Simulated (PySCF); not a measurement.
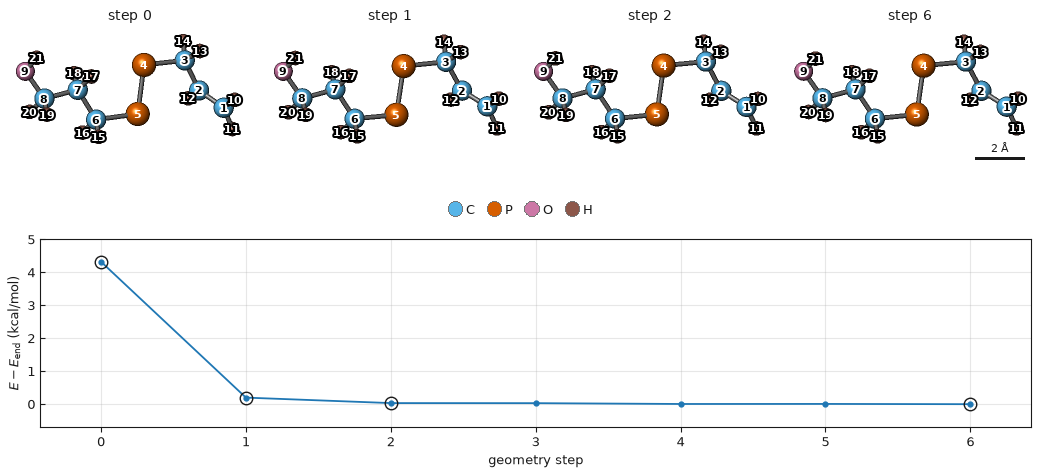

Frames of a relaxation of C₆H₁₂OP₂, marked on the history of the run. A ball-and-stick model, seen at a tilt.

The start comes from GFN2-xTB. Its atoms were then displaced at random by about 0.01 Å.

All numbers below come from PBE0-D3(BJ)/def2-SVP geometry optimisation, gas phase (PySCF 2.14.0, density-fitted response routines). 

Q: What happens along the run?

A: The largest move after the best rigid fit is that of H11, 0.19 Å. By element the largest moves are H 0.19 Å, C 0.13 Å, O 0.08 Å, P 0.05 Å. Near-neighbour distances that change, for instance: C3–P4 1.825 → 1.880 Å, C1–H11 1.043 → 1.093 Å, C2–H12 1.072 → 1.097 Å, C3–H14 1.084 → 1.105 Å. Among the angles between lasting bonds that change: P5–C6–C7 118.0° → 121.2°, C2–C3–P4 115.3° → 118.2°, O9–C8–H19 109.2° → 111.9°. After 6 geometry steps the energy has fallen by 4.32 kcal/mol. The run took 2.2 min on 1 thread of Intel(R) Xeon(R) 6975P-C, on a shared host. From step 0 to 1: H11 moves most (0.21 Å), energy −4.13 kcal/mol. From step 1 to 2: H12 moves most (0.04 Å), energy −0.17 kcal/mol. From step 2 to 6: H21 moves most (0.02 Å), energy −0.03 kcal/mol.

| step | E − E(0), kcal/mol |
| --- | --- |
| 0 | 0.00 |
| 1 | -4.13 |
| 2 | -4.29 |
| 3 | -4.29 |
| 4 | -4.32 |
| 5 | -4.32 |
| 6 | -4.32 |
